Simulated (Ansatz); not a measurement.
Relaxed ZnSe (zinc blende):

```
CELL_PARAMETERS angstrom
      0.00000     5.73301     5.73301
      2.86650     0.00000     2.86650
      2.86650     2.86650     0.00000
ATOMIC_POSITIONS crystal
  Se 0.37500 0.75000 0.75000
  Se 0.87500 0.75000 0.75000
  Zn 0.00000 0.00000 0.00000
  Zn 0.50000 0.00000 0.00000
```

The atoms are displaced by Q × the pattern below (from a DFPT mode at L = (0.5, 0.0, 0.0), largest move 1; Q in Å), at fixed cell. It is one choice among 2 degenerate patterns. (q is in reciprocal vectors of the primitive cell; the cell shown is doubled to hold the pattern.)

| atom | x | y | z |
|---|---|---|---|
| Se1 | 0.273 | -0.498 | 0.771 |
| Se2 | -0.273 | 0.498 | -0.771 |
| Zn3 | 0.285 | -0.520 | 0.805 |
| Zn4 | -0.285 | 0.520 | -0.805 |

The numbers are results of PBE (plane waves to 420 eV, PAW, scalar-relativistic; Ansatz, a first-principles code), not measurements. k mesh 5×10×10 (Γ-centred), Fermi-Dirac smearing 0.05 eV. E stands for the smeared free energy. ZnSe was relaxed with its symmetry unable to fall. The zero of ΔE is the undisplaced structure.

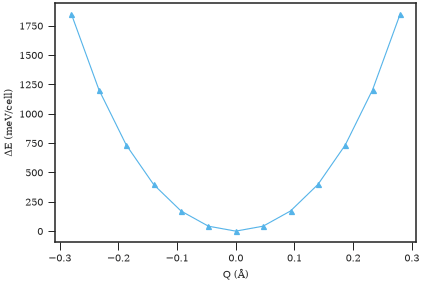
Figure. ΔE (meV/cell) against Q (Å); computed points joined by lines.

What is the energy change at Q = 0.280 Å?

About 1800 meV/cell.

What harmonic wavenumber does the curvature at Q = 0 give?

About 200 cm⁻¹.

(For displaced atoms, the force is minus the slope of the energy, and its curvature is a force constant, which sets phonon frequencies.)
